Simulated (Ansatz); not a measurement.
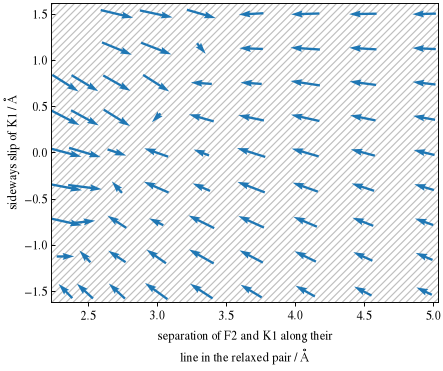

CH₂F₂K, charge +1. Coordinates scanned: (1) separation of F2 and K1 along their line in the relaxed pair; (2) sideways slip of K1. Nothing is relaxed (both partners rigid). Grid: 9 × 9 points. At 4 points there is no value (left out of the scan, as a rule where atoms come close). Points are written as (first, second). Computed with RKS PBE-D4/def2-SVPD (Ansatz 0.2.0).

The picture shows arrows along the force (downhill), their lengths compressed, hatched blanks where no value was computed.

The arrows alone are given. Where is the energy lowest?

Answer. The arrows converge at about (2.797 Å, 0.039 Å) (read from the interpolated surface).

The energy map of the same scan:

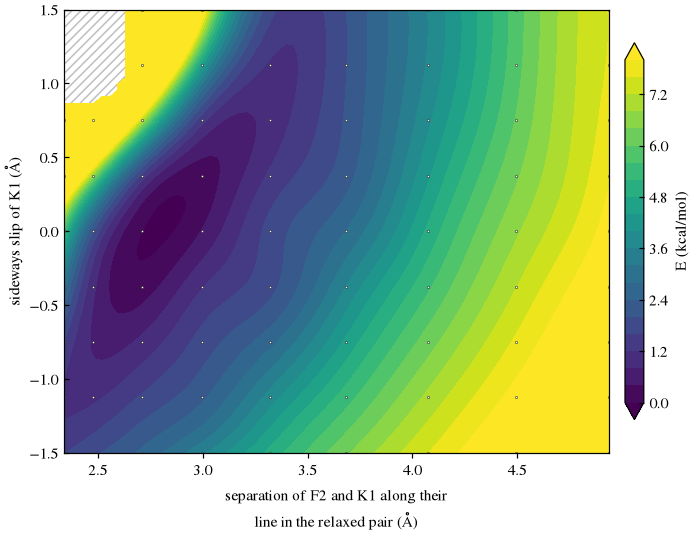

Energies are in kcal/mol, from the lowest grid point; between grid points the surface is interpolated.
